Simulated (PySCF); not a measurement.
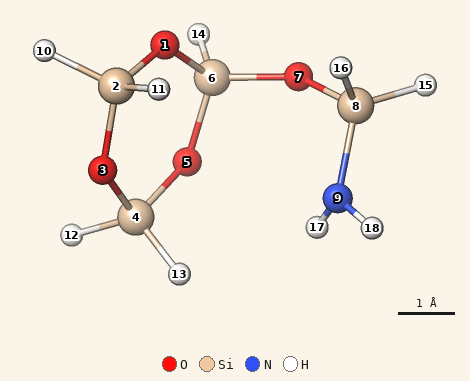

Fig. 1: The structure as given in the input (ball-and-stick view, seen at a tilt; atoms are numbered from 1 in the order of the input).

## Geometry relaxation, with input and output: Si4NH9O4 (part 1 of 2)

The run: geometry relaxation of Si4NH9O4. Method and program: PBE0-D3(BJ)/def2-SVP geometry optimisation, gas phase (PySCF 2.14.0).

**What the program printed**
```
step   0  E = -1517.89847908  max force = 0.041754
step   1  E = -1517.91931527  max force = 0.016312
step   2  E = -1517.92075624  max force = 0.003735
step   3  E = -1517.92183840  max force = 0.005382
step   4  E = -1517.92325093  max force = 0.010694
step   5  E = -1517.92421899  max force = 0.010354
step   6  E = -1517.92525035  max force = 0.005437
step   7  E = -1517.92563446  max force = 0.004157
step   8  E = -1517.92594719  max force = 0.002183
step   9  E = -1517.92610068  max force = 0.001572
step  10  E = -1517.92635528  max force = 0.001339
step  11  E = -1517.92643737  max force = 0.001065
step  12  E = -1517.92652860  max force = 0.000868
step  13  E = -1517.92655492  max force = 0.000659
step  14  E = -1517.92656690  max force = 0.000463
step  15  E = -1517.92657658  max force = 0.000574
step  16  E = -1517.92658932  max force = 0.000596
step  17  E = -1517.92660315  max force = 0.000571
step  18  E = -1517.92661118  max force = 0.000254
optimisation converged
```

**Trajectory as extended XYZ (Å, eV, eV/Å), 19 frames, from step=0 to step=18**
```
18
Properties=species:S:1:pos:R:3:forces:R:3 step=0 energy=-41304.12145
O    -1.7225    0.7271   -0.5461   -0.7452   1.5057  -0.7942
Si   -1.2587    2.0220    0.3230   -0.4542   0.9567  -0.2264
O    -0.6411    1.4997    1.7208    0.5585   0.2741   0.9514
Si   -0.2970   -0.0070    2.2420   -1.9090  -0.2934   0.5714
O    -0.7840   -1.0798    1.0961    0.4652  -0.4464   0.7007
Si   -1.3594   -0.8102   -0.3948   -0.5244  -2.1471  -0.5273
O    -0.2299   -1.2143   -1.4707   -0.0691  -0.2867  -0.3070
Si    1.2757   -0.7875   -1.9710    0.0322  -0.3584   0.3806
N     2.2700   -0.6796   -0.5624   -0.3459   0.7126  -1.0835
H    -2.4730    2.7498    0.6613   -0.3779   0.6370  -0.1046
H    -0.1900    2.7084   -0.3732    0.3345   0.6120  -0.4934
H    -1.1911   -0.2442    3.3966    0.2887  -0.1088   0.3910
H     1.0825   -0.1167    2.4152    1.9957  -0.2642   0.5273
H    -2.5616   -1.6050   -0.5747   -0.3271  -0.3377  -0.1864
H     1.5179   -1.8953   -2.9102    0.5324  -0.0534  -0.4490
H     1.2452    0.5441   -2.5823    0.1204   0.3564  -0.4589
H     2.0394   -1.2302    0.2233   -0.2559  -0.9352   1.0391
H     3.2590   -0.5758   -0.6670    0.6811   0.1768   0.0691
18
Properties=species:S:1:pos:R:3:forces:R:3 step=1 energy=-41304.68843
O    -1.7393    0.7537   -0.5457   -0.0613   0.3482  -0.0761
Si   -1.2806    2.0938    0.3321   -0.0135  -0.4017   0.0943
O    -0.6413    1.5248    1.7575    0.0785   0.0190   0.0833
Si   -0.2979   -0.0077    2.3077   -0.8388   0.0770  -0.3976
O    -0.7845   -1.0769    1.1220    0.0982   0.0296   0.0702
Si   -1.3807   -0.8493   -0.4134    0.1613  -0.1301   0.1774
O    -0.2433   -1.2722   -1.5106   -0.0103  -0.0165  -0.1323
Si    1.2809   -0.8291   -2.0182   -0.2384  -0.1697   0.2558
N     2.2193   -0.7162   -0.5732    0.0274   0.1098  -0.0561
H    -2.4838    2.9036    0.6281   -0.0265   0.1091  -0.0298
H    -0.2363    2.8339   -0.4084    0.0338   0.1384  -0.0683
H    -1.1018   -0.2672    3.5300    0.0978  -0.0114   0.0506
H     1.1337   -0.1448    2.5229    0.6023  -0.0749   0.1632
H    -2.5779   -1.6726   -0.6203   -0.0717  -0.0442  -0.0288
H     1.6800   -1.8863   -2.9944    0.0659   0.0699  -0.0459
H     1.2412    0.5050   -2.6776    0.0739   0.0115  -0.1174
H     1.9734   -1.3270    0.1972    0.0181  -0.1405  -0.0009
H     3.2201   -0.5598   -0.6099    0.0033   0.0765   0.0585
18
Properties=species:S:1:pos:R:3:forces:R:3 step=2 energy=-41304.72765
O    -1.7378    0.7513   -0.5600   -0.0336   0.1374  -0.0293
Si   -1.2468    2.0793    0.3161    0.0149  -0.1219  -0.0063
O    -0.5978    1.5082    1.7360    0.0206  -0.0016   0.0385
Si   -0.2794   -0.0304    2.2785   -0.1230   0.0208  -0.1431
O    -0.7937   -1.0960    1.1057    0.0035   0.0222   0.0524
Si   -1.4022   -0.8615   -0.4234    0.0764  -0.0437   0.1391
O    -0.2695   -1.2980   -1.5201   -0.0093  -0.0910  -0.1921
Si    1.2567   -0.8327   -1.9944   -0.0586   0.0308   0.1172
N     2.1548   -0.6702   -0.5275   -0.0464   0.0325   0.0207
H    -2.4308    2.9223    0.6170    0.0099   0.0253  -0.0105
H    -0.2063    2.8199   -0.4425   -0.0186   0.0323   0.0011
H    -1.0493   -0.2771    3.5245    0.0349  -0.0067   0.0184
H     1.1791   -0.1968    2.4874    0.0489  -0.0175   0.0519
H    -2.6141   -1.6720   -0.6280    0.0090   0.0175  -0.0067
H     1.7327   -1.8693   -2.9579   -0.0170  -0.0061   0.0012
H     1.2127    0.4918   -2.6802    0.0506  -0.0184  -0.0537
H     1.9282   -1.3127    0.2250    0.0584  -0.0846  -0.0236
H     3.1446   -0.4505   -0.5304   -0.0208   0.0729   0.0246
18
Properties=species:S:1:pos:R:3:forces:R:3 step=3 energy=-41304.75709
O    -1.7040    0.7432   -0.5834   -0.0016  -0.0627   0.0162
Si   -1.1585    2.0486    0.2910    0.0364   0.1076  -0.0579
O    -0.5231    1.4661    1.7125   -0.0202  -0.0181   0.0000
Si   -0.2655   -0.0818    2.2544    0.2768  -0.0053   0.0833
O    -0.8181   -1.1339    1.0920   -0.0568  -0.0078  -0.0129
Si   -1.4204   -0.8842   -0.4369    0.0198   0.0768   0.0917
O    -0.3015   -1.3550   -1.5366   -0.0742  -0.1618  -0.1544
Si    1.2183   -0.8430   -1.9721    0.0939   0.1939  -0.0692
N     2.0353   -0.5422   -0.4787   -0.0952  -0.0458   0.0710
H    -2.3046    2.9466    0.5898    0.0083  -0.0347   0.0097
H    -0.1051    2.7685   -0.4758   -0.0205  -0.0430   0.0293
H    -1.0216   -0.2986    3.5138   -0.0282  -0.0002  -0.0072
H     1.1989   -0.3094    2.4809   -0.2207   0.0316  -0.0328
H    -2.6586   -1.6550   -0.6416    0.0260   0.0216   0.0027
H     1.8011   -1.8881   -2.8648   -0.0559  -0.0738   0.0547
H     1.1521    0.4348   -2.7439    0.0397  -0.0211   0.0200
H     1.8667   -1.2099    0.2689    0.0976  -0.0346  -0.0336
H     2.9894   -0.2011   -0.4438   -0.0252   0.0774  -0.0107
18
Properties=species:S:1:pos:R:3:forces:R:3 step=4 energy=-41304.79553
O    -1.5851    0.7133   -0.6275   -0.0463  -0.2975   0.0885
Si   -0.9317    1.9681    0.2434    0.1425   0.3170  -0.1439
O    -0.3784    1.3642    1.6907   -0.0638  -0.0172   0.0181
Si   -0.2803   -0.1910    2.2528    0.5499  -0.0791   0.3629
O    -0.8863   -1.2116    1.0952   -0.0838  -0.0619  -0.1299
Si   -1.4346   -0.9362   -0.4490   -0.0786   0.2611   0.0073
O    -0.3447   -1.4952   -1.5452   -0.0914  -0.2088  -0.0110
Si    1.1430   -0.8701   -1.9385    0.2126   0.3594  -0.3989
N     1.7721   -0.2337   -0.4566   -0.0551  -0.2150   0.1958
H    -1.9887    2.9836    0.5043   -0.0100  -0.0992   0.0344
H     0.1854    2.6030   -0.5133   -0.0378  -0.1011   0.0533
H    -1.0678   -0.3296    3.5042   -0.0854   0.0211  -0.0405
H     1.1589   -0.5563    2.5603   -0.4087   0.1252  -0.1968
H    -2.7265   -1.6099   -0.6668    0.0380   0.0165   0.0133
H     1.9302   -1.9385   -2.6208   -0.0708  -0.1320   0.1494
H     1.0344    0.2635   -2.9081   -0.0064  -0.0073   0.0993
H     1.7955   -0.8883    0.3231    0.1360   0.0462  -0.0222
H     2.5859    0.3704   -0.4226   -0.0410   0.0727  -0.0788
18
Properties=species:S:1:pos:R:3:forces:R:3 step=5 energy=-41304.82187
O    -1.5443    0.7044   -0.6358   -0.0254  -0.2763   0.0706
Si   -0.8640    1.9472    0.2322    0.0832   0.2688  -0.0812
O    -0.3569    1.3449    1.6979   -0.0694   0.0238  -0.0131
Si   -0.3088   -0.2078    2.2700    0.5324  -0.1436   0.3362
O    -0.9150   -1.2243    1.1086   -0.0843  -0.0531  -0.1378
Si   -1.4338   -0.9470   -0.4440   -0.0899   0.2090  -0.0362
O    -0.3539   -1.5443   -1.5365   -0.0448  -0.0723   0.0668
Si    1.1206   -0.8813   -1.9322    0.1848   0.2466  -0.3447
N     1.7231   -0.1708   -0.4697    0.0062  -0.2486   0.1917
H    -1.9004    2.9880    0.4710   -0.0124  -0.0715   0.0216
H     0.2783    2.5498   -0.5092   -0.0216  -0.0825   0.0328
H    -1.1201   -0.3231    3.5088   -0.0833   0.0319  -0.0469
H     1.1132   -0.6036    2.5972   -0.3291   0.1187  -0.1724
H    -2.7395   -1.5896   -0.6679    0.0173   0.0071   0.0054
H     1.9483   -1.9576   -2.5490   -0.0599  -0.1099   0.1272
H     0.9974    0.2121   -2.9423   -0.0241   0.0130   0.0951
H     1.8774   -0.8180    0.3018    0.0729   0.0688  -0.0179
H     2.4596    0.5267   -0.4751   -0.0525   0.0701  -0.0972
18
Properties=species:S:1:pos:R:3:forces:R:3 step=6 energy=-41304.84994
O    -1.5630    0.7159   -0.6259    0.1308   0.0019  -0.0420
Si   -0.8888    1.9743    0.2293   -0.1969  -0.0338   0.2134
O    -0.3957    1.3797    1.7050   -0.0332   0.1054  -0.1398
Si   -0.3218   -0.1736    2.2779    0.0335  -0.1264  -0.0668
O    -0.9261   -1.2001    1.1164   -0.0606   0.0259   0.0428
Si   -1.4437   -0.9280   -0.4330    0.0106  -0.1483  -0.0971
O    -0.3702   -1.5509   -1.5270    0.0072   0.2796   0.0859
Si    1.1156   -0.8917   -1.9283   -0.0025  -0.2254   0.1737
N     1.8102   -0.2783   -0.4561    0.0421  -0.0334  -0.0793
H    -1.9509    2.9833    0.4674    0.0127   0.0544  -0.0305
H     0.2532    2.5701   -0.5031    0.0881  -0.0276  -0.0541
H    -1.1512   -0.2919    3.5050   -0.0033   0.0169  -0.0076
H     1.0861   -0.5355    2.5524    0.1381  -0.0350   0.0883
H    -2.7501   -1.5671   -0.6514   -0.0291  -0.0121  -0.0127
H     1.8777   -2.0067   -2.5565   -0.0041   0.0068  -0.0343
H     0.9923    0.2541   -2.8675   -0.0030   0.0538   0.0028
H     2.1555   -0.9547    0.2213   -0.0675   0.0391  -0.0142
H     2.4522    0.5067   -0.5002   -0.0629   0.0582  -0.0286
18
Properties=species:S:1:pos:R:3:forces:R:3 step=7 energy=-41304.86039
O    -1.5062    0.7010   -0.6363   -0.0077   0.0355  -0.0149
Si   -0.7855    1.9320    0.2208   -0.0384  -0.0875   0.1044
O    -0.3284    1.3235    1.7015   -0.0478   0.0804  -0.0541
Si   -0.3202   -0.2316    2.2792   -0.0994  -0.0303  -0.0922
O    -0.9697   -1.2332    1.1199   -0.0337   0.0187   0.0970
Si   -1.4597   -0.9452   -0.4347    0.0551  -0.0980  -0.1032
O    -0.3817   -1.6001   -1.5045    0.0149   0.2138   0.0186
Si    1.0918   -0.9132   -1.9041   -0.0728  -0.1208   0.1125
N     1.6980   -0.1319   -0.4740    0.1558  -0.0978  -0.0348
H    -1.7941    3.0007    0.4345    0.0135   0.0231  -0.0075
H     0.3971    2.4547   -0.5079   -0.0018   0.0519  -0.0294
H    -1.1688   -0.3013    3.4968    0.0255  -0.0039   0.0147
H     1.0685   -0.6542    2.5731    0.1218  -0.0353   0.0459
H    -2.7848   -1.5392   -0.6756   -0.0041   0.0010   0.0030
H     1.9242   -2.0403   -2.4090    0.0145   0.0260  -0.0073
H     0.9536    0.1573   -2.9269   -0.0096   0.0041  -0.0410
H     2.1255   -0.7054    0.2488   -0.0339   0.0203  -0.0034
H     2.2217    0.7322   -0.5760   -0.0518  -0.0012  -0.0083
18
Properties=species:S:1:pos:R:3:forces:R:3 step=8 energy=-41304.86890
O    -1.5374    0.7185   -0.6238   -0.0012   0.0105   0.0068
Si   -0.8517    1.9612    0.2447    0.0304  -0.0303  -0.0065
O    -0.3708    1.3495    1.7147   -0.0094   0.0044  -0.0168
Si   -0.3207   -0.2106    2.2816   -0.0554  -0.0107  -0.0296
O    -0.9607   -1.2157    1.1207    0.0013   0.0222   0.0459
Si   -1.4585   -0.9279   -0.4336    0.0244  -0.0545  -0.0717
O    -0.3769   -1.5599   -1.5086    0.0068   0.1123   0.0252
Si    1.1136   -0.9255   -1.9199   -0.0552  -0.0109   0.0362
N     1.7757   -0.1916   -0.4933    0.0488  -0.0684  -0.0146
H    -1.8813    3.0084    0.4662    0.0039  -0.0003   0.0061
H     0.3178    2.5157   -0.4862   -0.0066   0.0118  -0.0034
H    -1.1589   -0.3046    3.5045    0.0209  -0.0075   0.0140
H     1.0817   -0.6073    2.5740    0.0301   0.0002  -0.0071
H    -2.7748   -1.5412   -0.6747    0.0012  -0.0048   0.0084
H     1.8960   -2.0662   -2.4722   -0.0079  -0.0025   0.0068
H     0.9906    0.1671   -2.9244    0.0134  -0.0090  -0.0125
H     2.1319   -0.7928    0.2441    0.0084   0.0170   0.0130
H     2.3658    0.6288   -0.5880   -0.0540   0.0206  -0.0001
18
Properties=species:S:1:pos:R:3:forces:R:3 step=9 energy=-41304.87308
O    -1.5449    0.7219   -0.6243   -0.0005   0.0224   0.0017
Si   -0.8514    1.9624    0.2407    0.0044  -0.0279   0.0011
O    -0.3596    1.3476    1.7050   -0.0051  -0.0008  -0.0003
Si   -0.3055   -0.2140    2.2689   -0.0202  -0.0052  -0.0344
O    -0.9649   -1.2151    1.1162   -0.0267   0.0193   0.0428
Si   -1.4682   -0.9247   -0.4362    0.0269  -0.0476  -0.0344
O    -0.3880   -1.5549   -1.5117   -0.0159   0.0809  -0.0026
Si    1.1089   -0.9301   -1.9095   -0.0161  -0.0085   0.0369
N     1.7694   -0.2003   -0.4806    0.0442  -0.0474  -0.0372
H    -1.8783    3.0093    0.4744    0.0013   0.0056   0.0018
H     0.3103    2.5204   -0.5001    0.0023   0.0035  -0.0029
H    -1.1224   -0.3084    3.5062    0.0156  -0.0043   0.0065
H     1.1013   -0.6133    2.5377    0.0195  -0.0003   0.0043
H    -2.7862   -1.5348   -0.6749    0.0006  -0.0084   0.0083
H     1.8875   -2.0768   -2.4535    0.0005  -0.0022   0.0057
H     1.0012    0.1641   -2.9141    0.0051  -0.0110  -0.0102
H     2.1484   -0.7923    0.2525    0.0003   0.0146   0.0054
H     2.3236    0.6448   -0.5708   -0.0362   0.0176   0.0076
18
Properties=species:S:1:pos:R:3:forces:R:3 step=10 energy=-41304.88000
O    -1.5529    0.7417   -0.6170    0.0023   0.0321  -0.0006
Si   -0.8398    1.9674    0.2516   -0.0252   0.0163  -0.0292
O    -0.3367    1.3369    1.7028    0.0236  -0.0349   0.0335
Si   -0.2848   -0.2320    2.2516    0.0346   0.0193   0.0129
O    -1.0019   -1.2105    1.1167   -0.0403   0.0180  -0.0025
Si   -1.4959   -0.9066   -0.4376    0.0011  -0.0517   0.0255
O    -0.4188   -1.5431   -1.5079   -0.0520   0.0310  -0.0286
Si    1.1005   -0.9695   -1.8897    0.0689   0.0182   0.0115
N     1.7717   -0.1903   -0.4957    0.0124  -0.0079  -0.0590
H    -1.8503    3.0251    0.5065   -0.0024   0.0016  -0.0010
H     0.3160    2.5232   -0.5028    0.0031  -0.0076   0.0094
H    -1.0532   -0.3235    3.5196    0.0008  -0.0032  -0.0024
H     1.1269   -0.6503    2.4706   -0.0129   0.0042  -0.0025
H    -2.8210   -1.4989   -0.6806    0.0023  -0.0091   0.0049
H     1.8637   -2.1564   -2.3613    0.0169  -0.0018   0.0148
H     1.0355    0.0842   -2.9401   -0.0272  -0.0228  -0.0153
H     2.2253   -0.7152    0.2441   -0.0110  -0.0097   0.0005
H     2.1968    0.7235   -0.6052    0.0049   0.0077   0.0281
```
